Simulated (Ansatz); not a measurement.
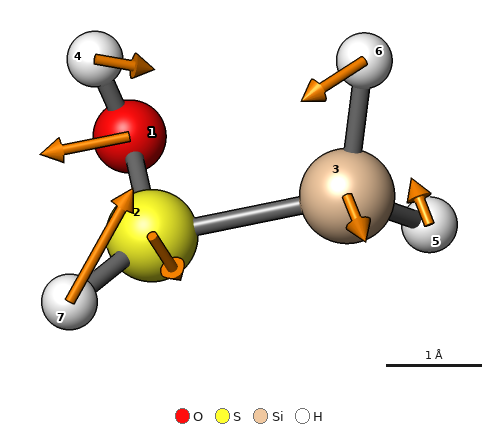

This is a relaxation of SiH$_{4}$SO. The starting structure is drawn; orange arrows show the displacements, magnified 2 times. The two geometries are superimposed by the best rigid fit.

The picture is a ball-and-stick view, seen at a tilt.

It is one of the separated reactants of a reaction.

All numbers below come from RKS PBE-D4/def2-SVP in Ansatz.

Input
```yaml
crystal:
  periodic: [false, false, false]
  atoms:
    - {symbol: O, position_ang: [-1.545868, -1.201132, -0.331913]}
    - {symbol: S, position_ang: [-0.041551, -1.372456, 0.388274]}
    - {symbol: Si, position_ang: [0.779770, 0.555991, -0.045068]}
    - {symbol: H, position_ang: [-2.155535, -0.918478, 0.358288]}
    - {symbol: H, position_ang: [0.852030, 0.797843, -1.507195]}
    - {symbol: H, position_ang: [-0.029485, 1.630048, 0.588119]}
    - {symbol: H, position_ang: [0.459913, -2.294085, 1.253568]}
basis:
  gaussian: {orbitals: def2-SVP}
hamiltonian: {xc: pbe, dispersion: d4}
relax: {f_tol: 0.03, max_steps: 250}
```

Launched with:
```bash
ansatz run in.yaml --threads 2 --pin off --events-out ev --progress --plain --max-ram 4352MiB
```

Which element moves most?

Hydrogen: up to 0.70 Å, against 0.49 Å for oxygen.

Describe the change and its energy.

After 8 accepted moves (9 points after the start) the energy has fallen by 43.3 kcal/mol. Largest force component: 2.3 eV/Å at the start, 0.022 eV/Å at the end. The line search rejected the trial step at point 6 of the run. H7 moves most after the best rigid fit: 0.70 Å. By element the largest moves are H 0.70 Å, O 0.49 Å, S 0.42 Å, Si 0.30 Å. Near-neighbour distances that change, for instance: S2–Si3 2.140 → 2.219 Å, O1–S2 1.677 → 1.737 Å, Si3–H6 1.486 → 1.533 Å, Si3–H5 1.484 → 1.526 Å. Among the angles between lasting bonds that change: O1–S2–H7 132.3° → 98.0°, Si3–S2–H7 126.7° → 95.3°, O1–S2–Si3 99.5° → 122.1°. The run took 18 s on 2 threads of Arm Neoverse N1 (shared host).
